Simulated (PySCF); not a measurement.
# C6H12P2: the cost of one run

Programs: PySCF 2.14.0, with routines of our own; each step states its level. All values are computed. Atoms count from 0.

## 1. The starting structure

20 atoms, charge 0, multiplicity 1; geometry from: GFN2-xTB.

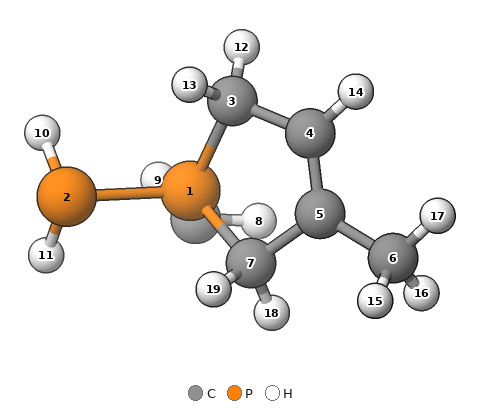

The starting geometry (carbon grey, phosphorus orange, hydrogen white).

## 2. Magnetic properties: GIAO B3LYP/pcSseg-1

The job: settings as JSON, then the geometry in Å.

```
{"job": {"kind": "mag", "xc": "B3LYP", "basis": "pcSseg-1", "isotopologues": 2}, "charge": 0, "multiplicity": 1}
C     -1.776577    -1.813235     0.202562
P     -1.176911    -0.213870     0.200553
P     -2.368015     1.088012     1.458282
C     -0.640382     0.997135    -1.174786
C      0.832951     0.787249    -1.254369
C      1.424720     0.190379    -0.226817
C      2.884476    -0.100601    -0.110866
C      0.526326    -0.220614     0.904259
H     -1.121544    -2.477396    -0.357370
H     -2.801672    -1.862380    -0.160727
H     -3.465749     0.971155     0.608114
H     -2.774994     0.012691     2.237535
H     -1.144219     0.784078    -2.122095
H     -0.887109     2.023464    -0.880347
H      1.368675     1.117719    -2.131948
H      3.291259     0.365042     0.786872
H      3.048944    -1.175019    -0.029113
H      3.424855     0.271902    -0.977474
H      0.755569    -1.219842     1.283950
H      0.594246     0.484809     1.740748
```

Level: GIAO B3LYP/pcSseg-1 magnetisability, rotational g tensor and spin-rotation constants, non-relativistic, gas phase.

Run with:

```sh
$ OMP_NUM_THREADS=1 python excited_run.py task.json out
```

The driver reads the jobs from task.json and runs them one after another.

**Question.** How long does this first job take on 1 thread of Intel Xeon at 2.60GHz, shared host, and how much memory does it need?

About 51 s, with a peak of 1.1 GiB.
